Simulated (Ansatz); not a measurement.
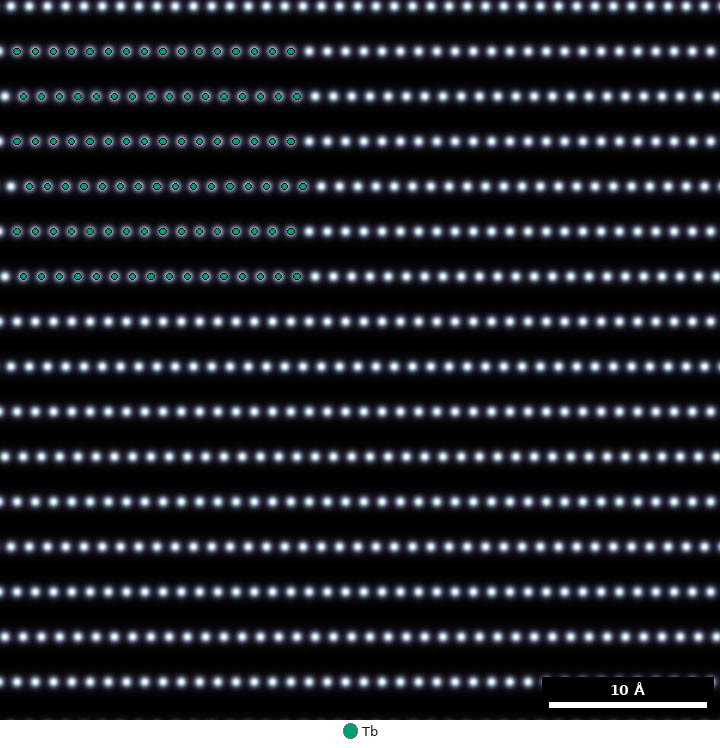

Dark-field STEM-like image of Tb (P6_3/mmc, No. 194) along [310]. Simulated incoherent Z contrast: every atom adds Z^1.8 spread by a probe of 0.54 Å full width; channelling and multiple scattering are left out. The probe carries 25 % of its weight in a tail 2.5 times as wide. Model: the geometry given to an electronic-structure calculation, possibly off equilibrium; the starting structure was generated, so it need not be a known form of this composition.

Coloured dots in one corner mark the columns of the model.

What can be read from this image?

Answer. The columns repeat on a rectangular net of 1.17 × 11.51 Å (plane group p2mg). All columns are alike (Tb). The shortest distance between visible columns is 1.17 Å in projection. Along the beam the structure repeats every 9.43 Å.
